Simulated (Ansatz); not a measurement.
**C3H6Sn: one change and its effect**

System: C3H6Sn, SMILES C#[C][SnH2][CH3].
Method of run 1: RKS B2PLYP (frozen core)/def2-TZVPP (Ansatz 0.2.0).

The geometry comes from this level: PBE0-D4/def2-TZVP. Text and figures count atoms from 1; the logs count them from 0 in places.

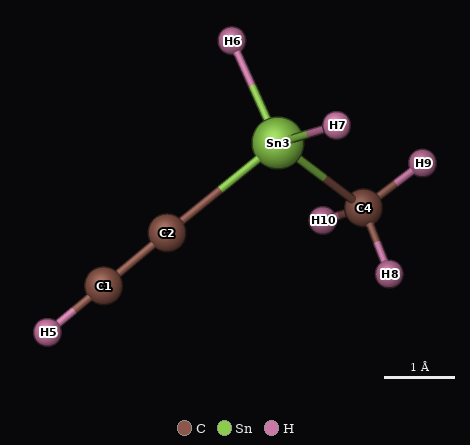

Fig. 1: The structure as given in the input (ball-and-stick view, seen at a tilt; atoms are numbered from 1 in the order of the input). Sticks mark near contacts. Bond lengths as drawn: C–C 1.21 Å, C–H 1.07 to 1.09 Å, C–Sn 2.09 to 2.13 Å and H–Sn 1.71 Å.

## Input file, run 1
```yaml
crystal:
  periodic: [false, false, false]
  atoms:
    - {symbol: C, position_ang: [2.524045, -0.118219, -1.254161]}
    - {symbol: C, position_ang: [1.421591, 0.218864, -0.896554]}
    - {symbol: Sn, position_ang: [-0.487966, 0.769463, -0.254811]}
    - {symbol: C, position_ang: [-1.171636, -0.724564, 1.104734]}
    - {symbol: H, position_ang: [3.498020, -0.412492, -1.572535]}
    - {symbol: H, position_ang: [-0.356917, 2.296127, 0.495051]}
    - {symbol: H, position_ang: [-1.483719, 0.872371, -1.636130]}
    - {symbol: H, position_ang: [-1.203520, -1.689475, 0.599403]}
    - {symbol: H, position_ang: [-2.169124, -0.475942, 1.467190]}
    - {symbol: H, position_ang: [-0.487674, -0.787434, 1.950713]}
basis:
  gaussian: {orbitals: def2-TZVPP}
hamiltonian: {xc: {name: B2PLYP}}
```

Hardware: 4 CPU threads, shared host.

## Output (run 1)
```
Functional definition: B2PLYP
  parameter a = 0.53
  parameter c = 0.27
  exchange = (1 - a)*b88_x + a*exact_x
  correlation = (1 - c)*lyp_c + c*(mp2_os + mp2_ss)
1492 factors; integrals over basis functions are off by at most 9.7e-4 eV
mean field evaluation 1: about -9016.5783 eV, gradient 5.3e1 eV
mean field evaluation 2: about -9016.7353 eV, gradient 5.3e1 eV
mean field evaluation 4: about -9023.2964 eV, gradient 3.8e0 eV
mean field evaluation 8: about -9023.3299 eV, gradient 8.7e-1 eV
mean field evaluation 16: about -9023.3315 eV, gradient 1.8e-4 eV
mean field -9023.33154204 eV, -331.6013179362 hartree, gradient 1.2e-6 eV, S^2 0.000000; 0 other end points of the search recorded, 0 dependent functions left out
7 core orbitals not correlated: weight in the atoms' cores, before any rotation towards them, 1.000 or more for the frozen orbitals, at most 0.000 for the correlated occupied ones
reference -9023.33173299 eV, -331.6013249533 hartree; 16, 16 occupied and 204, 204 virtual orbitals, 1492 factors
second order -27.02452281 eV of doubles, -0.00000000 eV of singles
Total energy: -9030.62835414 eV, -331.8694708350 hartree
```

The input of run 2 differs as follows (lines with − go, lines with + come):
```diff
-hamiltonian: {xc: {name: B2PLYP}}
+hamiltonian: {xc: {name: PBE-QIDH}}
```

What does this change do to the results?

The total energies belong to different methods, so their difference says nothing on which is more stable or more accurate. The functional changes from B2PLYP to PBE-QIDH.

## Output (run 2)
```
Functional definition: PBE-QIDH
  parameter a = 3^(-1/3)
  parameter c = 1/3
  exchange = (1 - a)*pbe_x + a*exact_x
  correlation = (1 - c)*pbe_c + c*(mp2_os + mp2_ss)
1492 factors; integrals over basis functions are off by at most 9.7e-4 eV
mean field evaluation 1: about -9016.2830 eV, gradient 4.5e1 eV
mean field evaluation 2: about -9016.4750 eV, gradient 4.4e1 eV
mean field evaluation 4: about -9021.1250 eV, gradient 3.0e0 eV
mean field evaluation 8: about -9021.1522 eV, gradient 5.1e-1 eV
mean field evaluation 16: about -9021.1526 eV, gradient 3.0e-4 eV
mean field -9021.15264633 eV, -331.5212449957 hartree, gradient 8.7e-6 eV, S^2 0.000000; 0 other end points of the search recorded, 0 dependent functions left out
7 core orbitals not correlated: weight in the atoms' cores, before any rotation towards them, 1.000 or more for the frozen orbitals, at most 0.000 for the correlated occupied ones
reference -9021.15266066 eV, -331.5212455222 hartree; 16, 16 occupied and 204, 204 virtual orbitals, 1492 factors
second order -25.05734090 eV of doubles, -0.00000000 eV of singles
Total energy: -9029.50510762 eV, -331.8281922867 hartree
```

## The two runs side by side

```csv
quantity,run 1,run 2
outcome,converged,converged
total energy (hartree),−331.869471,−331.828192
basis functions,227,227
wall time (shared host),4.3 s,4.1 s
```
